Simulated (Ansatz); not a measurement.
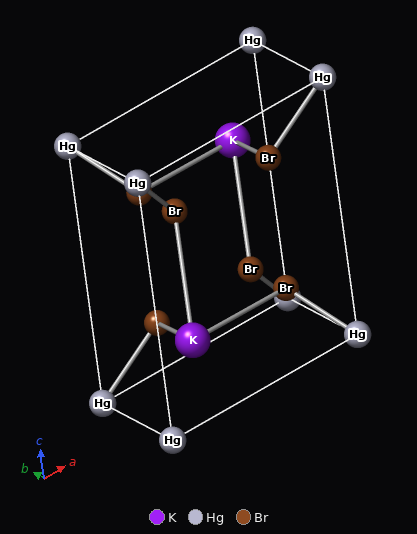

Ball-and-stick drawing of the structure, looking slightly off an axis. The simulation cell is drawn as a box.

```xyz
9
Lattice="0.0000 5.3220 5.3220 5.3220 0.0000 5.3220 5.3220 5.3220 0.0000" Properties=species:S:1:pos:R:3 pbc="T T T"
K     2.6610    2.6610    2.6610
K     7.9830    7.9830    7.9830
Hg    0.0000    0.0000    0.0000
Br    2.6269    5.3220    5.3220
Br    5.3220    2.6269    5.3220
Br    8.0170    5.3220    5.3220
Br    5.3220    8.0170    5.3220
Br    5.3220    5.3220    2.6269
Br    5.3220    5.3220    8.0170
```

Theory: DFT, PAW plane waves, r2SCAN in Ansatz. Numerical settings: an energy cutoff of 500 eV, a 6×6×6 k-point grid, Fermi-Dirac smearing of 0.1 eV, no spin polarisation.

How charged are the atoms, by the Bader scheme?

K +0.90 e; Hg +0.78 e; Br -0.43 e.

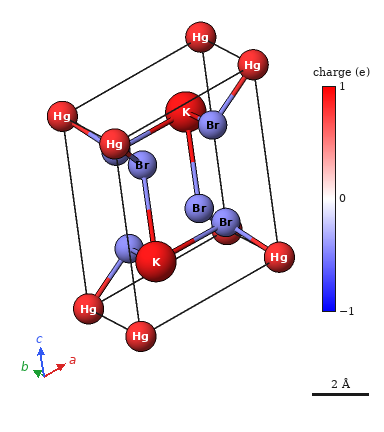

The atoms coloured by those charges.

Shown is a generated cell, made by putting these elements into a known structure type (the compound may or may not exist in this form), as it stood before any relaxation. Ansatz was used for an electronic-structure calculation on it.
